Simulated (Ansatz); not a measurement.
# C7H6N2 (SMILES Cc1ccc(C#N)cn1): what the fields show

| atom | x (Å) | y (Å) | z (Å) |
| --- | --- | --- | --- |
| C | -2.6501 | -0.8962 | -0.0865 |
| C | -1.5815 | 0.1524 | -0.1057 |
| C | -1.3291 | 0.9066 | -1.2635 |
| C | -0.3334 | 1.8682 | -1.2470 |
| C | 0.3954 | 2.0577 | -0.0637 |
| C | 1.4366 | 3.0332 | 0.0226 |
| C | 0.0714 | 1.2569 | 1.0413 |
| N | 2.2815 | 3.8238 | 0.0966 |
| N | -0.8831 | 0.3388 | 1.0173 |
| H | -3.6351 | -0.4602 | -0.3155 |
| H | -2.4541 | -1.6731 | -0.8422 |
| H | -2.6876 | -1.3635 | 0.9047 |
| H | -1.9159 | 0.7330 | -2.1681 |
| H | -0.1129 | 2.4708 | -2.1304 |
| H | 0.6217 | 1.3800 | 1.9805 |

Geometry: PBE0-D3(BJ)/def2-SVP.

Theory: isolated molecule in a Gaussian basis; Kohn-Sham density functional theory, functional PBE0 (Ansatz 0.2.0).

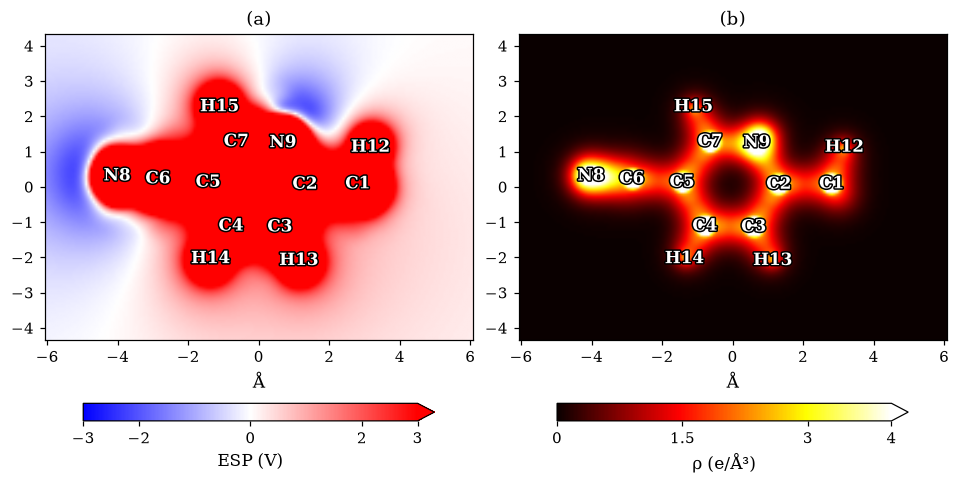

Figure 1. (a) electrostatic potential; (b) electron density on the plane of atoms N9, C7 and H15.

> What does the map show?

Atoms in the plane: C, N and H. C–N (1.16 Å): ρ is about 3.5 e/Å³ halfway. C–C (1.38 Å): ρ at the midpoint is about 2.1 e/Å³. C–H (1.09 Å): ρ at the midpoint is about 2 e/Å³. C–N (1.32 Å): ρ is about 2.5 e/Å³ halfway. C–C (1.43 Å): ρ is about 1.9 e/Å³ halfway. Outside the dense part of the molecule the potential is most negative (−2.1 V) near N8.

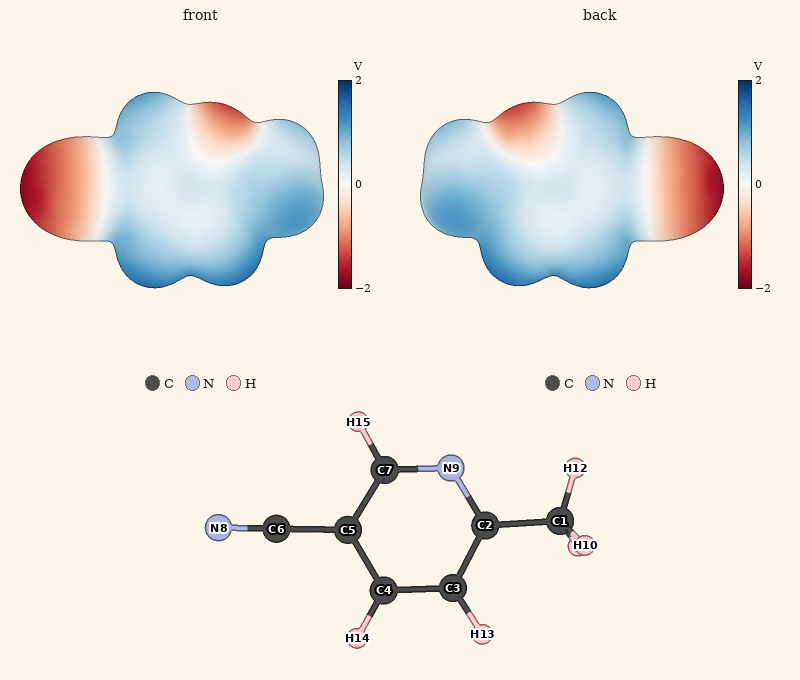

Figure 2. The molecular electrostatic potential painted on the density surface at 0.002 e/bohr³, seen from the front and from behind; the colour scale runs from red (negative) to blue (positive). The bare structure is drawn below in the same view.

> Where is the surface potential most negative and most positive?

The most negative region (about −1.8 V, or −42 kcal/mol for a unit charge) lies over N8, the most positive (about +1.5 V, or +35 kcal/mol for a unit charge) over H13 and H14. N8 is the likeliest acceptor of a hydrogen bond.

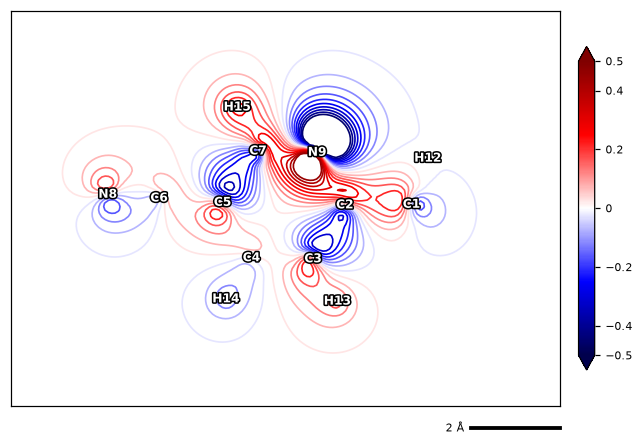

Figure 3. The HOMO−1 on the plane of atoms C4, C3 and H13 (values in Å⁻³ᐟ²; the overall sign is arbitrary).

> Describe this orbital and give its energy.

Its weight (Hirshfeld) is mainly on N9 (about 60 %), C7 (about 10 %) and C2 (about 10 %). Its energy is −8.01 eV.

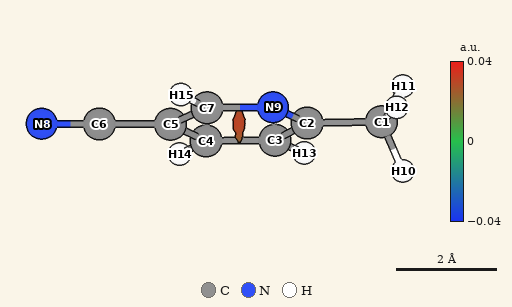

Figure 4. Non-covalent interaction (NCI) plot: the surface where the reduced density gradient is 0.4, for densities under 0.05 a.u., coloured by sign(λ₂)ρ; seen from one side.

> What holds or crowds the atoms apart from the covalent bonds?

Inside the ring or cage of C2, C3, C4, C5, C7 and N9: steric crowding (red).
